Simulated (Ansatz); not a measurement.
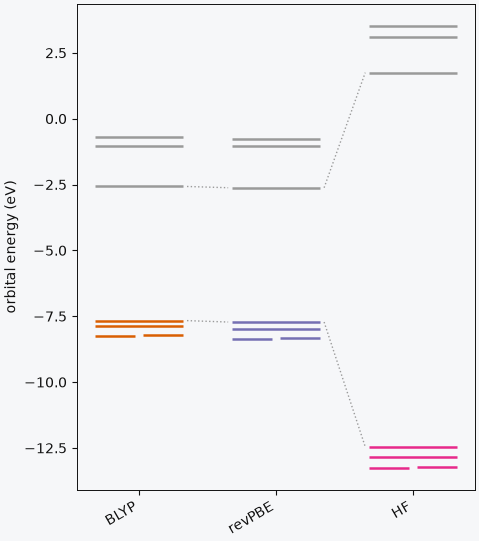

Frontier orbital energies of BSiCl₃F₂, SMILES FB(F)[Si](Cl)(Cl)Cl at one geometry, def2-TZVPP, the Ansatz code 0.2.0, at a PBE0-D4/def2-TZVP geometry (with a soft imaginary mode, 5i cm⁻¹). Empty levels are grey, levels within 0.1 eV stand side by side; all columns show the same few orbitals around the gap. Dotted lines join the HOMOs and the LUMOs.

**Compare the HOMO-LUMO separations.**

The separation grows from 5.09 eV (BLYP) to 14.20 eV (HF).

| level | HOMO (eV) | LUMO (eV) | separation (eV) |
| --- | --- | --- | --- |
| BLYP | −7.67 | −2.57 | 5.09 |
| revPBE | −7.72 | −2.62 | 5.10 |
| HF | −12.46 | 1.75 | 14.20 |

Caveats, for all or some of the runs: empty levels above zero depend strongly on the basis.
